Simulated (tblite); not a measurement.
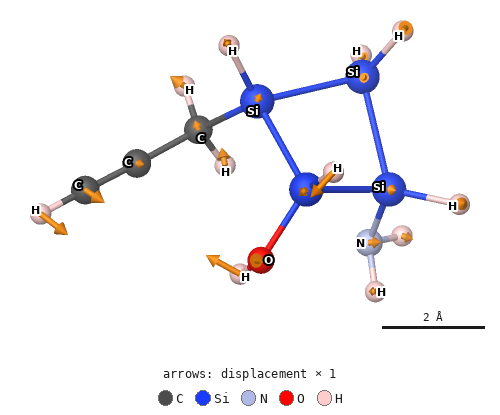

This is a relaxation of C₃H₁₁NOSi₄. The starting structure is drawn; orange arrows show the displacements, at their true length. The two geometries are superimposed by the best rigid fit.

Style: ball-and-stick. Shown face on.

Level of theory: GFN2-xTB geometry optimisation, gas phase in tblite. 

### Atoms of which element are displaced furthest, and by how much?

Hydrogen: up to 0.77 Å, against 0.51 Å for carbon.

### What did the optimiser do to the structure, and how much energy did it gain?

The atom that moves furthest after the best rigid fit is an H atom (0.77 Å). By element the largest moves are H 0.77 Å, C 0.51 Å, O 0.42 Å, N 0.26 Å, Si 0.22 Å. Among the contacts that change: C–Si 1.848 → 1.943 Å, Si–Si 2.276 → 2.365 Å, Si–Si 2.295 → 2.363 Å, Si–Si 2.320 → 2.354 Å. Bond angles that change, for instance: Si–Si–H 113.3° → 124.8°, H–Si–H 113.7° → 102.2°, C–Si–H 114.1° → 102.8°. Groups turn about O–Si by about 55°. Over 131 geometry steps the energy falls by 16.8 kcal/mol. Cost: 2.9 s on 1 thread of Arm Neoverse N1 (shared host).
